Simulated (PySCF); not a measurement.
```xyz
2

K     0.0000    0.0000   -0.7683
C     0.0000    0.0000    2.4947
```

Computed with PBE0/pcseg-1, non-relativistic, at a bond length of 3.263 Å (PySCF).

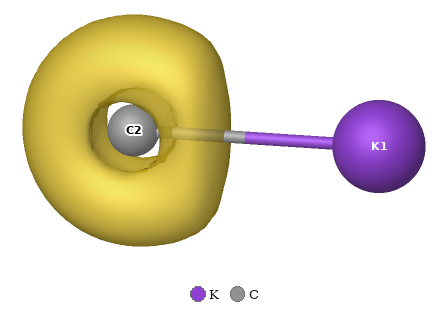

KC (charge +1, triplet). Isosurface of the electron localisation function at 0.85 (yellow), seen from one side. Core shells and regions of very low density are left out.

Q: What do the ELF domains correspond to?

A: The surface consists of one region wrapped around C (its valence shell).

Values along the shortest contacts:
C–K (3.26 Å): the ELF is about 0.05 at the midpoint.
